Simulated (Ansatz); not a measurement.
# Abstraction of Br: CBrCl2F + C2H2F → CCl2F + C2H2BrF

Species: CBrCl2F (bromodichlorofluoromethane) `FC(Cl)(Cl)Br`, singlet; C2H2F `C=[C]F`, doublet; CCl2F (dichlorofluoromethyl radical) `F[C](Cl)Cl`, doublet; C2H2BrF `C=C(F)Br`, singlet. A radical takes Br: the energy is the difference in strength between two C–Br bonds in different surroundings.

Shapes, held fixed at every level: PBE0-D4/def2-TZVP. Programs: Ansatz 0.2.0. Electronic energies: no zero-point or thermal term.

```json
{"level": "HF/def2-SVP", "kind": "Hartree–Fock", "ΔE (kJ/mol)": "-83.1", "CPU time (sum over the molecules)": "–"}
{"level": "SPW92/def2-TZVPP", "kind": "LDA", "ΔE (kJ/mol)": "-97.6", "CPU time (sum over the molecules)": "8.7 s"}
{"level": "B3LYP-D4/def2-TZVPP", "kind": "global hybrid", "ΔE (kJ/mol)": "-93.5", "CPU time (sum over the molecules)": "27 s"}
{"level": "BHLYP-D4/def2-TZVPP", "kind": "global hybrid", "ΔE (kJ/mol)": "-94.5", "CPU time (sum over the molecules)": "22 s"}
{"level": "r2SCAN0-D4/def2-TZVPP", "kind": "global hybrid", "ΔE (kJ/mol)": "-94.0", "CPU time (sum over the molecules)": "35 s"}
{"level": "wB97M-V/def2-TZVPP", "kind": "range-separated hybrid", "ΔE (kJ/mol)": "-89.3", "CPU time (sum over the molecules)": "71 s"}
{"level": "wB97X-V/def2-TZVPP", "kind": "range-separated hybrid", "ΔE (kJ/mol)": "-93.4", "CPU time (sum over the molecules)": "51 s"}
{"level": "B2PLYP/def2-TZVPP", "kind": "double hybrid", "ΔE (kJ/mol)": "-94.6", "CPU time (sum over the molecules)": "41 s"}
```

B2PLYP/def2-TZVPP gives ΔE = -94.6 kJ/mol; the levels span -97.6 to -83.1. The median of the levels is -93.7. No measured value is set beside it here. Spin contamination: C2H2F (⟨S²⟩ up to 0.93). Open shells run unrestricted unless RO is named. Relativity is left out for Br unless named. Correlated rows may include outer-core shells of Br, which these sets cover unevenly. Times are processor times on shared x86 and Arm servers, and rough.

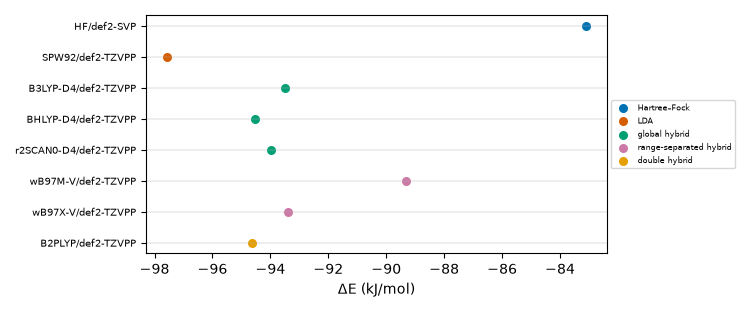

The values of the table, level by level.
